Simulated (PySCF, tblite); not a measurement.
**Al₂F₅H₂Si radical, a small gas-phase stand-in for a defect centre (aluminium fluoride dimer): EPR parameters**

Wanted: the EPR parameters for `[F][Al-]1([F])[F+][Al-]([F])([SiH2])[F+]1`. It is drawn as: silyl radical.

Computed with tblite 0.8.0 and PySCF 2.14.0; each step states its level. No surroundings beyond the atoms listed, unless a continuum is named. Atoms count from 0, parts from 1.

## (1) Starting point

10 atoms, charge 0, multiplicity 2; geometry: distance geometry start.

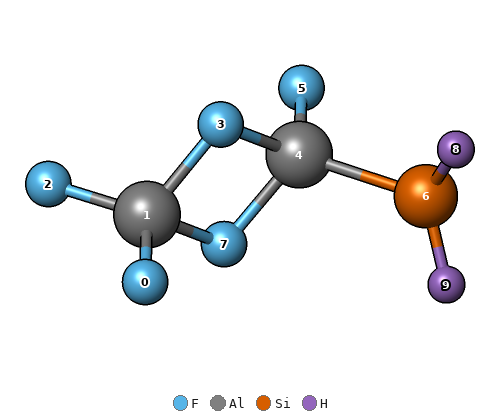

The starting geometry (fluorine blue, aluminium grey, silicon orange, hydrogen purple), atoms numbered.

## (2) Geometry optimisation with GFN1-xTB

What the job is given:

```
{"job": {"kind": "relax", "xc": "GFN1-xTB", "basis": "xTB"}, "charge": 0, "multiplicity": 2}
F      3.411619     0.237484    -1.175646
Al     3.102088     1.273809     0.193928
F      4.226062     2.609568     0.486810
F      1.337412     1.786083     0.323544
Al     0.900592     0.876368     1.849448
F      0.592410     1.898511     3.215552
Si    -0.522473    -0.870703     1.467002
F      2.674965     0.382114     1.692145
H     -1.563664    -0.662009     0.517135
H      0.006717    -2.194449     1.546887
```

Level: GFN1-xTB geometry optimisation, gas phase.

The run is started by

```
$ OMP_NUM_THREADS=1 python cluster_run.py task.json out
```

One launch serves the whole session: the jobs run in the order shown.

The log of the run:

```text
step      E/eV     max force
  0    -857.41808    1.804
  1    -857.60391    1.566
  2    -857.88831    1.810
  3    -857.96675    0.944
  4    -858.06325    0.771
  5    -858.14910    0.723
  6    -858.17299    0.517
  7    -858.22185    0.500
  8    -858.23063    0.348
  9    -858.23954    0.197
 10    -858.24316    0.188
 11    -858.24763    0.167
 12    -858.25057    0.183
 13    -858.25300    0.175
 14    -858.25438    0.110
 15    -858.25544    0.090
 16    -858.25644    0.086
 17    -858.25787    0.108
 18    -858.25953    0.100
 19    -858.26076    0.080
 20    -858.26134    0.078
 21    -858.26162    0.052
 22    -858.26180    0.041
 23    -858.26194    0.032
 24    -858.26206    0.039
 25    -858.26223    0.054
 26    -858.26247    0.060
 27    -858.26270    0.045
 28    -858.26283    0.024
 29    -858.26288    0.022
 30    -858.26292    0.023
 31    -858.26301    0.035
 32    -858.26319    0.054
 33    -858.26348    0.064
 34    -858.26382    0.049
 35    -858.26408    0.048
 36    -858.26426    0.044
 37    -858.26448    0.046
 38    -858.26484    0.063
 39    -858.26520    0.053
 40    -858.26537    0.024
 41    -858.26543    0.015
 42    -858.26545    0.015
 43    -858.26550    0.021
 44    -858.26561    0.038
 45    -858.26583    0.062
 46    -858.26619    0.076
 47    -858.26662    0.066
 48    -858.26701    0.053
 49    -858.26735    0.053
 50    -858.26782    0.080
 51    -858.26882    0.127
 52    -858.27063    0.188
 53    -858.27160    0.173
 54    -858.27317    0.078
 55    -858.27484    0.096
 56    -858.27519    0.047
 57    -858.27556    0.050
 58    -858.27623    0.075
 59    -858.27685    0.081
 60    -858.27803    0.066
 61    -858.27858    0.081
 62    -858.27877    0.038
 63    -858.27909    0.038
 64    -858.27929    0.037
 65    -858.27974    0.038
 66    -858.27993    0.037
 67    -858.28013    0.039
 68    -858.28026    0.038
 69    -858.28045    0.029
 70    -858.28070    0.038
 71    -858.28100    0.051
 72    -858.28132    0.056
 73    -858.28165    0.052
 74    -858.28196    0.051
 75    -858.28228    0.042
 76    -858.28262    0.072
 77    -858.28291    0.062
 78    -858.28349    0.058
 79    -858.28443    0.054
 80    -858.28469    0.046
 81    -858.28506    0.038
 82    -858.28577    0.058
 83    -858.28621    0.072
 84    -858.28677    0.068
 85    -858.28724    0.056
 86    -858.28761    0.044
 87    -858.28777    0.045
 88    -858.28796    0.045
 89    -858.28824    0.065
 90    -858.28871    0.081
 91    -858.28948    0.088
 92    -858.29049    0.089
 93    -858.29134    0.087
 94    -858.29189    0.047
 95    -858.29216    0.065
 96    -858.29244    0.051
 97    -858.29263    0.042
 98    -858.29308    0.038
 99    -858.29323    0.037
100    -858.29353    0.038
101    -858.29373    0.037
102    -858.29400    0.037
103    -858.29422    0.033
104    -858.29434    0.026
105    -858.29438    0.012
106    -858.29440    0.011
107    -858.29442    0.011
108    -858.29444    0.008
109    -858.29445    0.009
110    -858.29446    0.010
111    -858.29447    0.008
```

Run time: 7.5 s. Hardware: 1 thread of Arm Neoverse N1, shared host.

Relaxation path:

```
step  energy from step 0 (eV)  largest force (eV/Å)
   0                   0.0000                1.8040
   4                  -0.6452                0.7710
   8                  -0.8125                0.3477
  12                  -0.8325                0.1828
  16                  -0.8384                0.0858
  20                  -0.8433                0.0775
  24                  -0.8440                0.0392
  28                  -0.8447                0.0238
  32                  -0.8451                0.0547
  36                  -0.8462                0.0448
  40                  -0.8473                0.0242
  44                  -0.8475                0.0383
  48                  -0.8489                0.0524
  52                  -0.8525                0.1887
  56                  -0.8571                0.0471
  60                  -0.8599                0.0659
  64                  -0.8612                0.0366
  68                  -0.8622                0.0379
  72                  -0.8632                0.0555
  76                  -0.8645                0.0727
  80                  -0.8666                0.0452
  84                  -0.8687                0.0677
  88                  -0.8699                0.0448
  92                  -0.8724                0.0894
  96                  -0.8744                0.0511
 100                  -0.8755                0.0383
 104                  -0.8763                0.0267
 108                  -0.8764                0.0081
 111                  -0.8764                0.0072
```

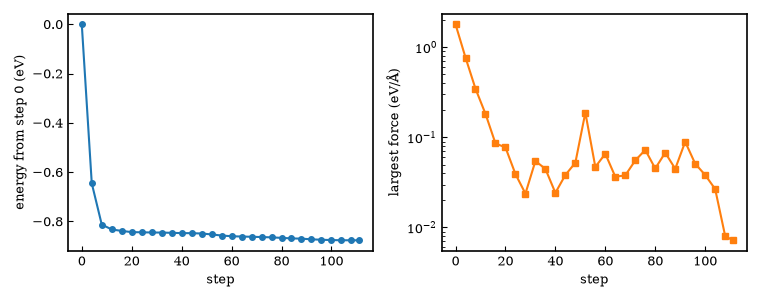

Energy and largest force along the relaxation.

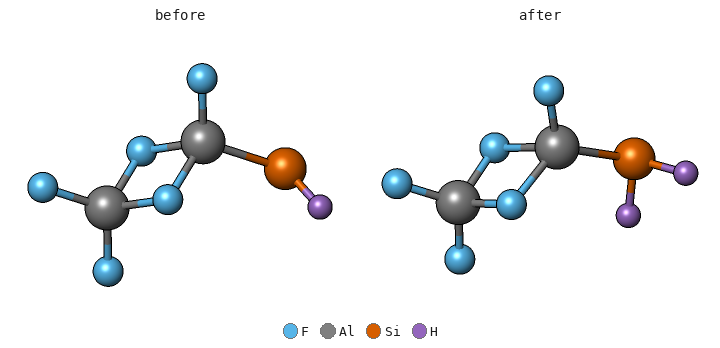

The geometry before (left) and after (right).

Close pairs (by a distance rule), those that changed most:

```
   bond  before (Å)  after (Å)  change (Å)
 Al1–F2       1.770      1.628      -0.142
 F0–Al1       1.745      1.634      -0.111
 Al1–F3       1.842      1.748      -0.094
Al4–Si6       2.286      2.375      +0.089
 Si6–H8       1.425      1.501      +0.077
 F3–Al4       1.829      1.904      +0.075
 Si6–H9       1.428      1.500      +0.072
 Al4–F7       1.849      1.917      +0.069
```

## (3) Relaxing the molecule at PBE0-D3(BJ)/def2-SVP

What the job is given:

```
{"job": {"xc": "PBE0", "basis": "def2-SVP", "d3": "d3bj", "grid": 2, "kind": "geom", "shake": 0.01}, "charge": 0, "multiplicity": 2}
F      2.035949    -0.359741    -1.894301
Al     1.694351     0.719231    -0.696262
F      2.797732     1.871871    -0.424634
F      0.103161     1.342189    -0.832314
Al    -0.638968     0.424339     0.677414
F     -0.830322     1.606917     1.864300
Si    -1.748231    -1.663836     0.719689
F      1.213630    -0.118046     0.742479
H     -3.198275    -1.443937     0.365931
H     -1.387474    -2.404571    -0.520828
```

The log of the run:

```text
step   0  E = -1273.69634351  max force = 0.037808
step   1  E = -1273.71057998  max force = 0.012877
step   2  E = -1273.71333090  max force = 0.009130
step   3  E = -1273.71480505  max force = 0.004485
step   4  E = -1273.71527576  max force = 0.002466
step   5  E = -1273.71545732  max force = 0.001967
step   6  E = -1273.71549089  max force = 0.001076
step   7  E = -1273.71550615  max force = 0.000486
step   8  E = -1273.71552100  max force = 0.000521
step   9  E = -1273.71553337  max force = 0.000856
step  10  E = -1273.71554471  max force = 0.000772
step  11  E = -1273.71555468  max force = 0.000560
step  12  E = -1273.71556295  max force = 0.000380
optimisation converged
```

Run time: 5.7 min. Hardware: 1 thread of Arm Neoverse N1, shared host; peak memory 0.7 GiB.

Relaxation path:

```
step  energy from step 0 (eV)  largest force component (eV/Å)
   0                   0.0000                          1.9442
   1                  -0.3874                          0.6622
   2                  -0.4623                          0.4695
   3                  -0.5024                          0.2306
   4                  -0.5152                          0.1268
   5                  -0.5201                          0.1011
   6                  -0.5210                          0.0553
   7                  -0.5214                          0.0250
   8                  -0.5218                          0.0268
   9                  -0.5222                          0.0440
  10                  -0.5225                          0.0397
  11                  -0.5228                          0.0288
  12                  -0.5230                          0.0195
```

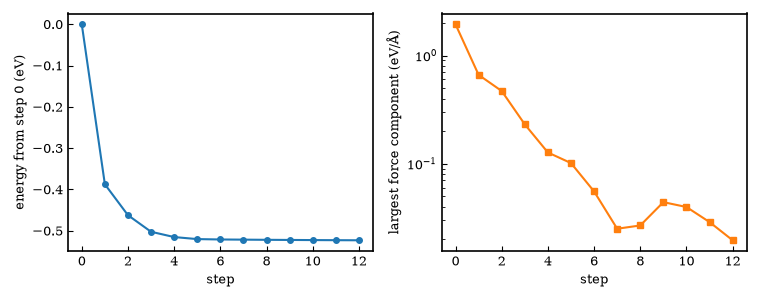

Energy and largest force along the relaxation.

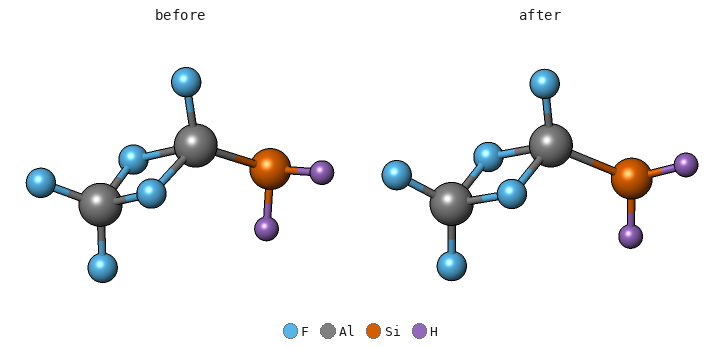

The geometry before (left) and after (right).

Close pairs (by a distance rule), those that changed most:

```
   bond  before (Å)  after (Å)  change (Å)
 Al1–F3       1.714      1.801      +0.087
 Al4–F7       1.931      1.848      -0.084
Al1–Al4       2.724      2.798      +0.074
 Al1–F7       1.733      1.802      +0.070
 F3–Al4       1.916      1.853      -0.063
 Al4–F5       1.686      1.659      -0.027
 Al1–F2       1.619      1.644      +0.026
 Si6–H8       1.509      1.492      -0.017
```

The next job starts from the end point, and lists it.

```
                         at the end point                value
  point group (found at 0.08 Å tolerance)                   C1
rotational constants (GHz, main isotopes)  1.871, 0.766, 0.613
                        dipole moment (D)                 2.14
                                     ⟨S²⟩                0.755
```

## (4) EPR parameters: B3LYP/IGLO-III+pcH-1

What the job is given:

```
{"job": {"kind": "epr"}, "charge": 0, "multiplicity": 2}
F      2.237617    -0.314787    -1.844506
Al     1.835312     0.784456    -0.685542
F      2.750725     2.100512    -0.319903
F      0.085692     1.197365    -0.793356
Al    -0.540110     0.335116     0.722760
F     -0.823145     1.521274     1.847642
Si    -1.884211    -1.603975     0.425710
F      1.261506    -0.069184     0.794446
H     -3.363379    -1.452612     0.546206
H     -1.518188    -2.523673    -0.692129
```

With the program's defaults for keys left out, this is: UKS B3LYP, IGLO-III on Al F Si, pcH-1 on H, non-relativistic, mean-field spin-orbit, GIAO.

The log of the run:

```text
UKS, coarse grid
  cycle   1  E = -1275.25252521  |g| = 9.28e-01
  cycle   2  E = -1274.70881289  |g| = 1.67e+00
  cycle   3  E = -1275.50859377  |g| = 1.23e-01
  cycle   4  E = -1275.51186633  |g| = 6.15e-02
  cycle   5  E = -1275.51285444  |g| = 7.19e-03
  cycle   6  E = -1275.51286644  |g| = 2.56e-03
  cycle   7  E = -1275.51286803  |g| = 1.46e-03
  cycle   8  E = -1275.51286795  |g| = 2.61e-04
UKS, final grid
  cycle   1  E = -1275.51294414  |g| = 3.48e-04
  cycle   2  E = -1275.51294409  |g| = 5.57e-04
  cycle   3  E = -1275.51294418  |g| = 3.48e-05
  cycle   4  E = -1275.51294418  |g| = 1.49e-05
E = -1275.51294418 Eh   <S^2> = 0.7535 (exact 0.7500)
g shifts (ppm)      1          2          3
  rmc          -119       -119       -119
  gc              3         39         41
  oz_so        -153       2266       3748
  total        -270       2186       3669
hyperfine (MHz)  atom isotope    a_iso     a_fc   dipolar eigenvalues
    0   19F       0.97       0.96     -0.98     -0.62      1.60
    1  27Al       0.37       0.37     -0.32     -0.02      0.35
    2   19F       0.58       0.58     -0.63     -0.35      0.98
    3   19F     105.53     105.54    -14.31    -14.10     28.41
    4  27Al      30.86      30.99     -9.14     -5.19     14.33
    5   19F      -0.05       0.03     -9.92     -5.32     15.25
    6  29Si    -290.91    -292.18   -170.64     84.42     86.22
    7   19F     -15.11     -15.07     -3.40     -0.84      4.25
    8    1H     -13.36     -13.38    -10.57      2.25      8.32
    9    1H     -11.55     -11.58    -10.55      2.24      8.31
```

It took 3.3 min on 1 thread of Arm Neoverse N1, shared host; peak memory 1.2 GiB.

Principal g values 2.00205, 2.00451, 2.00599; g(iso) = 2.00418, against 2.00232 for a free electron.

Hyperfine couplings, nucleus by nucleus at this fixed geometry (no averaging over rotations):

```
nuclei  isotope  a(iso) (MHz)  a(iso) (G, at g = 2.0023)  largest dipolar term (MHz)
   Si6     29Si        -290.9                     -103.8                      -170.6
    F3      19F         105.5                       37.7                        28.4
   Al4     27Al          30.9                       11.0                        14.3
    F7      19F         -15.1                       -5.4                         4.2
    H8       1H         -13.4                       -4.8                       -10.6
    H9       1H         -11.6                       -4.1                       -10.6
    F0      19F           1.0                        0.3                         1.6
    F2      19F           0.6                        0.2                         1.0
   Al1     27Al           0.4                        0.1                         0.3
    F5      19F           0.0                        0.0                        15.2
```

Mulliken spin populations:

```
atom  value (e)
  F0       0.00
 Al1       0.00
  F2       0.00
  F3       0.00
 Al4       0.05
  F5       0.00
 Si6       0.98
  F7       0.00
  H8      -0.02
  H9      -0.02
```

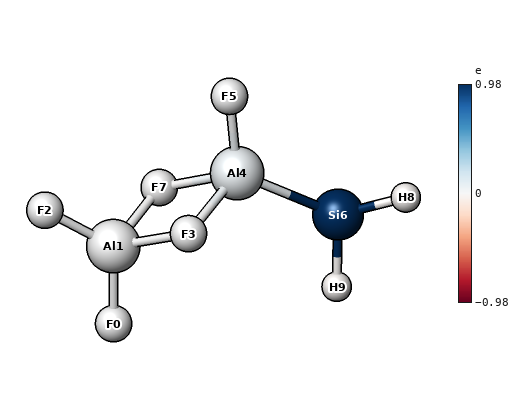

Mulliken spin populations, as colours on the atoms.

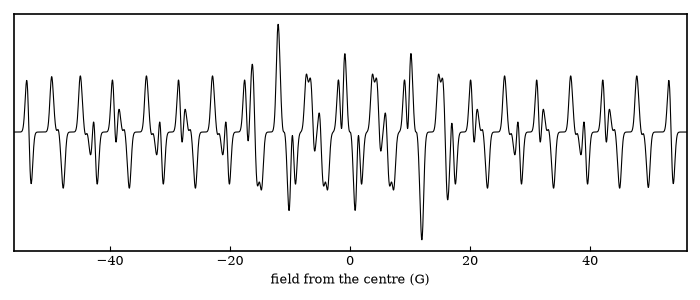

First-order isotropic spectrum (first derivative, main isotopes with spin only, couplings over 0.8 MHz, Gaussian width 0.3 G; couplings of the frozen geometry, rotation of groups not averaged beyond the rows shown).

Orbitals, density, ELF and potential are computed afterwards from the orbital file.

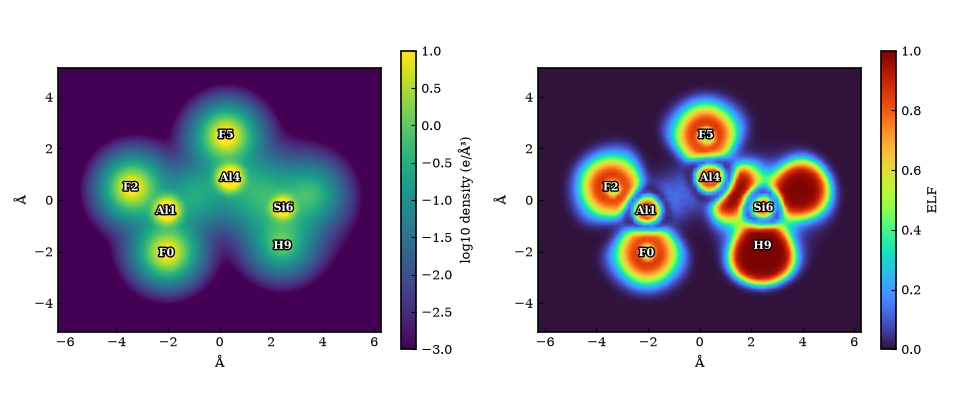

Density (left) and ELF (right) in a plane through or near 7 of the atoms.

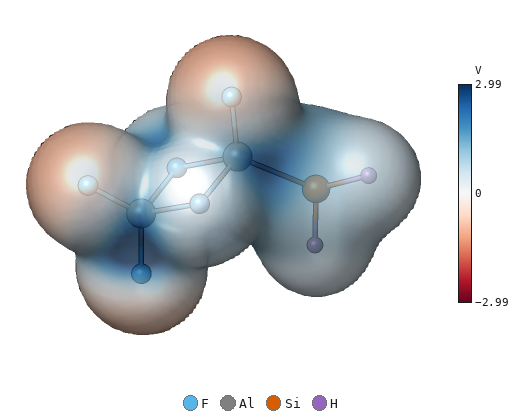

The potential that a unit positive charge feels on the 0.002 e/bohr³ surface, from -1.04 V near F5 to 2.99 V near Al1.

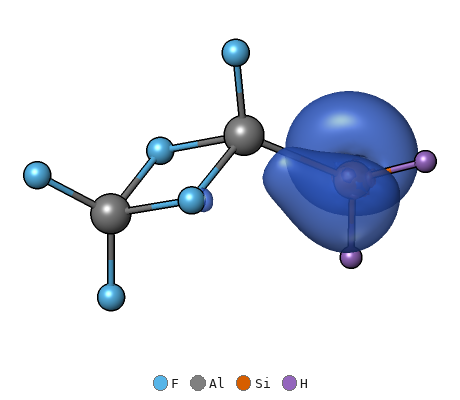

Spin density at ±0.03 e/Å³ (alpha excess blue, beta excess red).

## (5) g tensor and hyperfine couplings: BHandHLYP/IGLO-III+pcH-1

The job, as its differences from that of step 4:

```diff
@@ -1,2 +1,2 @@
-{"job": {"kind": "epr"}, "charge": 0, "multiplicity": 2}
+{"job": {"kind": "epr", "xc": "BHandHLYP"}, "charge": 0, "multiplicity": 2}
 F      2.237617    -0.314787    -1.844506
```

Method: UKS BHandHLYP, IGLO-III on Al F Si, pcH-1 on H, non-relativistic, mean-field spin-orbit, GIAO.

The log of the run:

```text
UKS, coarse grid
  cycle   1  E = -1275.05096034  |g| = 8.26e-01
  cycle   2  E = -1274.98727164  |g| = 1.03e+00
  cycle   3  E = -1275.27385143  |g| = 5.06e-02
  cycle   4  E = -1275.27457363  |g| = 3.49e-02
  cycle   5  E = -1275.27493292  |g| = 5.59e-03
  cycle   6  E = -1275.27495088  |g| = 1.53e-03
  cycle   7  E = -1275.27495422  |g| = 6.37e-04
UKS, final grid
  cycle   1  E = -1275.27500251  |g| = 5.63e-04
  cycle   2  E = -1275.27500257  |g| = 6.26e-04
  cycle   3  E = -1275.27500268  |g| = 7.78e-05
  cycle   4  E = -1275.27500269  |g| = 2.32e-05
  cycle   5  E = -1275.27500269  |g| = 1.06e-05
E = -1275.27500269 Eh   <S^2> = 0.7550 (exact 0.7500)
g shifts (ppm)      1          2          3
  rmc          -119       -119       -119
  gc              2         38         40
  oz_so        -139       2025       3556
  total        -256       1944       3477
hyperfine (MHz)  atom isotope    a_iso     a_fc   dipolar eigenvalues
    0   19F       0.79       0.79     -0.91     -0.62      1.53
    1  27Al       0.10       0.10     -0.30     -0.06      0.36
    2   19F       0.39       0.39     -0.54     -0.32      0.86
    3   19F     101.89     101.90    -13.98    -13.78     27.76
    4  27Al      25.02      25.14    -10.23     -4.59     14.82
    5   19F      -0.43      -0.36     -9.56     -4.18     13.74
    6  29Si    -321.58    -322.85   -169.93     83.87     86.06
    7   19F     -17.65     -17.62     -3.83     -0.28      4.11
    8    1H     -14.53     -14.55    -10.52      2.22      8.30
    9    1H     -12.75     -12.77    -10.51      2.22      8.29
```

It took 3.4 min on 1 thread of Arm Neoverse N1, shared host; peak memory 1.3 GiB.

In short: g(iso) 2.00404.

## (6) Side by side: EPR parameters

g, ⟨S²⟩ and isotropic hyperfine couplings (MHz), with basis size and wall time:

```
                     run   g(iso)   ⟨S²⟩  29Si Si6  19F F3  27Al Al4  19F F7  1H H8  functions     time
    B3LYP/IGLO-III+pcH-1  2.00418  0.754    -290.9   105.5      30.9   -15.1  -13.4        327  3.3 min
BHandHLYP/IGLO-III+pcH-1  2.00404  0.755    -321.6   101.9      25.0   -17.6  -14.5        327  3.4 min
```

## (7) Outcome

| quantity | value |
| --- | --- |
| point group | C1 |
| rotational constants (main isotopes) | 1.87, 0.77, 0.61 GHz |
| g(iso) (B3LYP) | 2.00418 |
| ⟨S²⟩ | 0.754 (exact 0.75) |
| largest a(iso) | 29Si on Si6, -290.9 MHz |
| potential on the surface of density 0.002 e/bohr³, 1st and 99th percentile | -1.04 V and 2.99 V |

**Reading.** The start of the PBE0/def2-SVP relaxation was shaken at random by about 0.01 Å, so part of the energy gained, and of the first lengths quoted, undoes that. Relaxing lowered the energy by 0.523 eV in 12 steps; the close pair that moved most is Al1–F3, from 1.714 to 1.801 Å (PBE0/def2-SVP). No frequency check was run at this level, so the end point may be a saddle. Most of the unpaired spin sits on Si6 (0.98 e). The isotropic g lies 1.9 ppt above the free-electron value. The coupling of 29Si on Si6 runs from -321.6 (BHandHLYP/IGLO-III+pcH-1) to -290.9 MHz (B3LYP/IGLO-III+pcH-1).
